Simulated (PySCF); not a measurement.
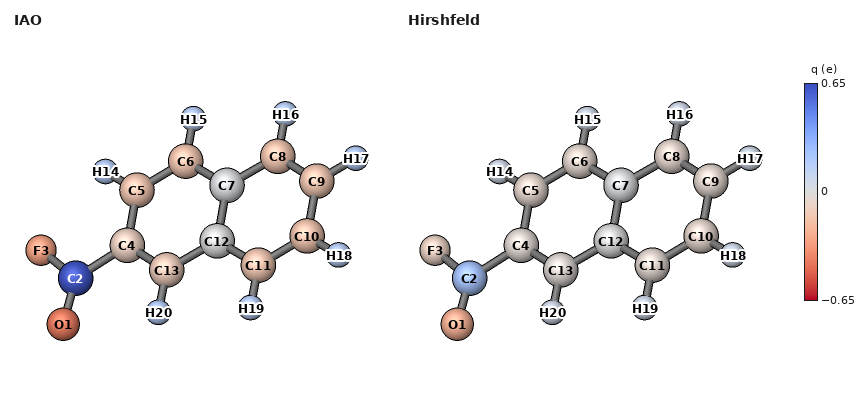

Atomic charges of one calculation by 2 schemes, on one colour scale. The geometry was computed by an optimisation with PBE0-D3(BJ)/def2-SVP. No frequency run is at hand to confirm it as a minimum. Level of theory: PBE0/pcSseg-2 (PySCF 2.14.0).

Question. Which scheme gives the most polar picture (largest mean size of the charges)?

Answer. The IAO charges are the largest in size here.

Question. On which atom do the schemes disagree most?

Answer. On C2 (from 0.22 to 0.62 e).

List the charges (e), one line for each set of equivalent atoms.

```
atom    IAO  Hirshfeld
  O1  −0.41      −0.23
  C2   0.62       0.22
  F3  −0.29      −0.08
  C4  −0.09      −0.03
  C5  −0.14      −0.05
  C6  −0.15      −0.04
  C7   0.01       0.01
  C8  −0.15      −0.05
  C9  −0.14      −0.04
 C10  −0.15      −0.05
 C11  −0.14      −0.04
 C12   0.00       0.00
 C13  −0.11      −0.02
 H14   0.17       0.05
 H15   0.16       0.06
 H16   0.15       0.06
 H17   0.16       0.06
 H18   0.16       0.06
 H19   0.16       0.06
 H20   0.17       0.06
```
